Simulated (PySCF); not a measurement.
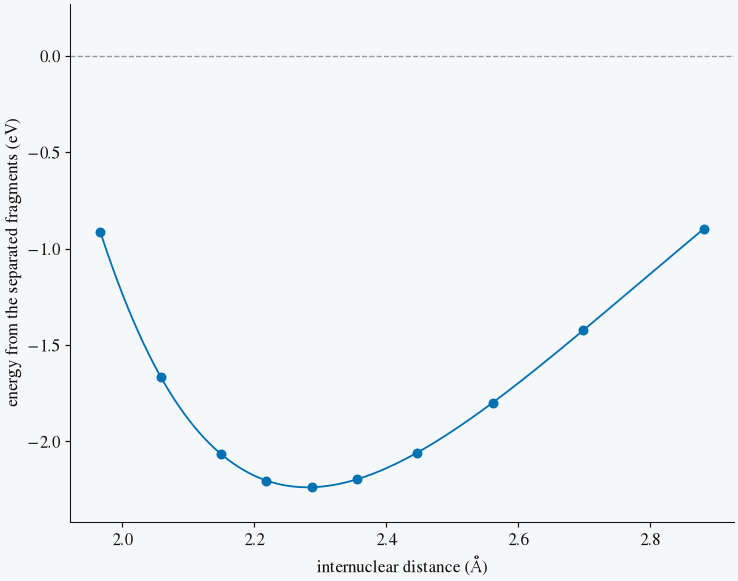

Bond curve of Br₂, singlet. PBE0/cc-pVTZ(-PP) (ECP), PySCF, UKS. One reference determinant with the occupation held, the lowest that a PBE0 search over spins and occupations found; no spin-orbit coupling. Zero is the separated fragments in their ground configurations, without counterpoise. With PBE0 the solution stays closed-shell at all points drawn; such a solution can't reach the open-shell fragments at long range. 2 further points of the run are not drawn.

### What constants does a Dunham fit to the curve give (main isotopes)?

re = 2.281 Å, ωe = 337 cm⁻¹, ωexe = 0.9 cm⁻¹, De = 2.24 eV, Be = 0.0821 cm⁻¹.

### How stiff is the bond?

The force constant is 2.64 mdyn/Å, which gives ωe = 337 cm⁻¹.

Note: spin-orbit coupling is left out; it can lower the fragment Br more than the molecule, and De with it.
